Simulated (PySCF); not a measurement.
## A study: GeI$_{4}$, SMILES `I[Ge](I)(I)I`

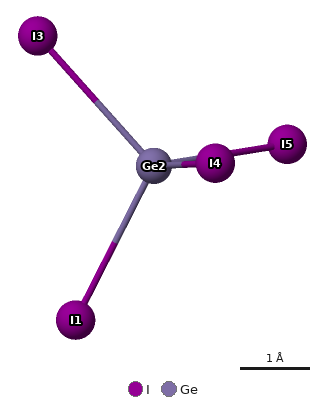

The molecule, with its atoms numbered as below. No frequency check shows the geometry to be a minimum.

Geometry (Å), atoms numbered from 1:

```
I1       1.4790   -1.8446    0.9845
Ge2      0.0011   -0.0001   -0.0007
I3       1.4790    1.8447   -0.9842
I4      -1.4792   -0.9849   -1.8436
I5      -1.4794    0.9849    1.8437
```

### 1. Bonding charge

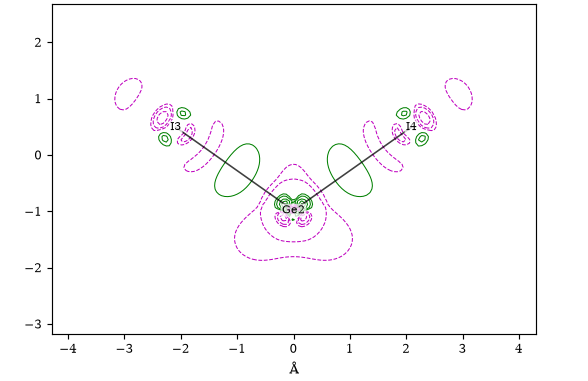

Deformation density (molecule less spherical, spin-averaged free atoms) in the plane of Ge2, I3 and I4; contours at ±0.05 to ±0.8 e/Å³; solid green lines: gain, dashed magenta lines: loss.

Level of theory: PBE/def2-TZVP (PySCF), at a geometry from GFN2-xTB. Core potentials replace the inner electrons of I; spin–orbit coupling isn't included. This is a single-reference result, which may miss multireference character in this system.

> Describe the bonding that the map shows.

Ge2–I3 and Ge2–I4: +0.10 e/Å³ at the bond critical point (bond length 2.56 Å, Mayer order 1.0). In all, 1.0 electrons gather in the regions of gain relative to the promolecule. A small or negative value marks a very polar bond, one between electron-rich atoms, whose free-atom densities already overlap strongly, a long bond to a heavier atom, or a closed-shell contact such as a hydrogen bond.

> Where do the Hirshfeld charges lie?

The highest Hirshfeld charge is on Ge2 (+0.21 e), the lowest on I1, I3, I4 and I5 (−0.05 e).

```tsv
atom	charge (e)
I1	−0.05
Ge2	+0.21
I3	−0.05
I4	−0.05
I5	−0.05
```

### 2. Electrostatic potential

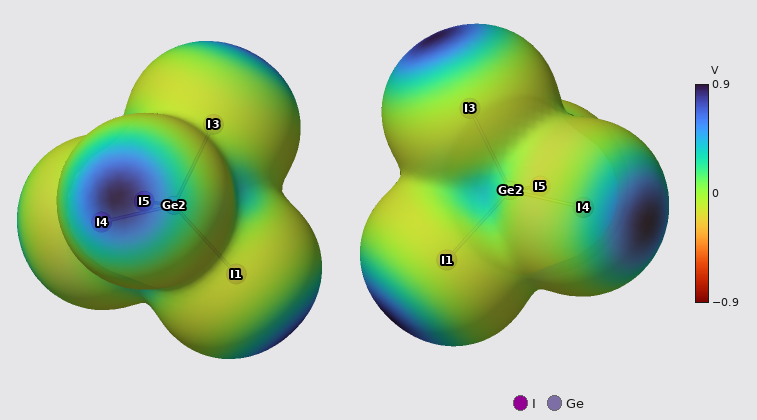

Electrostatic potential on the surface of electron density 0.001 a.u. (back view left, front view right).

> Where are the extremes of the potential on the surface?

Highest: 0.88 V, 2.2 Å from I1, and at like points elsewhere. Further maxima include 0.39 V, 2.4 Å from Ge2. Lowest: −0.15 V, 2.4 Å from I5, and at like points elsewhere. The surface is sampled at points, so like sites can differ by a few per cent and only the strongest of them is named.

> Does I1 carry a σ-hole?

Yes: a local maximum of +0.88 V lies on the extension of the Ge2–I1 bond.

> What volume does the surface enclose, and what is the dipole moment?

About 228 Å³; the dipole moment is 0.0 D.

### 3. In an electric field

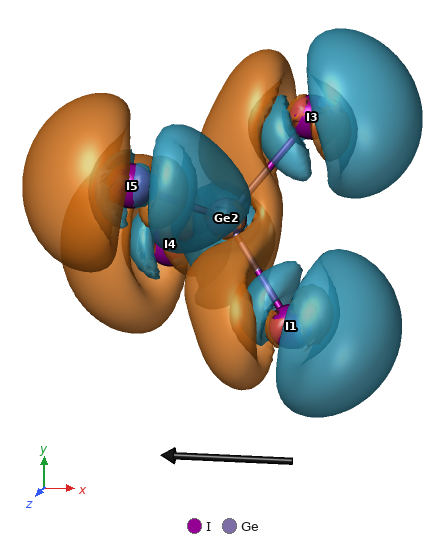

Change of the electron density in a uniform field of 0.21 V/Å along −x (arrow), surfaces at ±0.001 e/Å³ (light blue: gain, orange: loss).

Method: PBE/def2-TZVP; geometry: GFN2-xTB; program: PySCF. Core potentials replace the inner electrons of I; spin–orbit coupling isn't included. A basis without diffuse functions makes polarisabilities too small.

The field was applied in both directions; the picture shows the one opposite to the script's first.

> How large is the response?

The induced dipole is 1.77 D (along the field); α along this axis, from the fields in both directions, is 174 bohr³ (25.8 Å³).

The PySCF runs shown took 69 s and 2.9 min on 1 thread of Arm Neoverse V2, with other jobs on the host.
